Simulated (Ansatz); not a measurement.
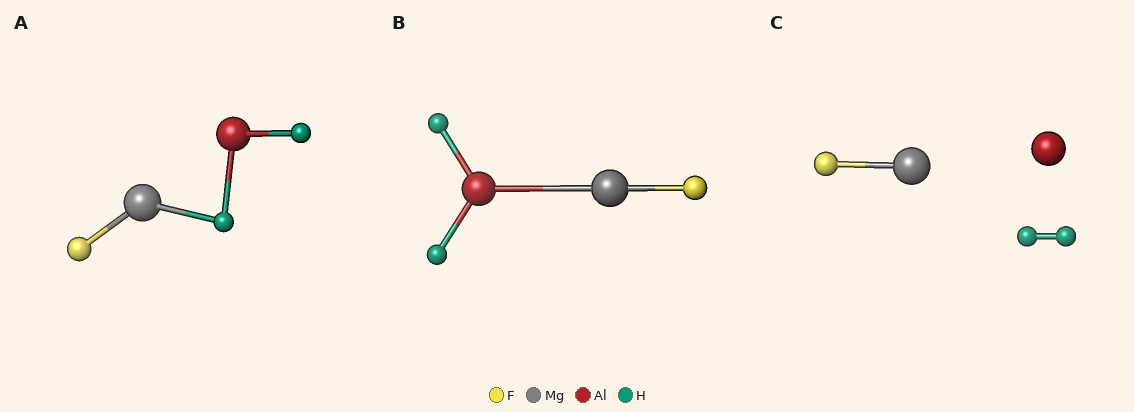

3 stationary structures of one formula. Geometries: PBE0-D4/def2-TZVP. Electronic energies: PBE0-D4/def2-TZVP (Ansatz 0.2.0), without zero-point energy. No frequency run is at hand to confirm each as a minimum.

Question: Rank them by energy, lowest first.

Answer: B is lowest; A lies 16.0 kcal/mol above it, C lies 28.2 kcal/mol above it.
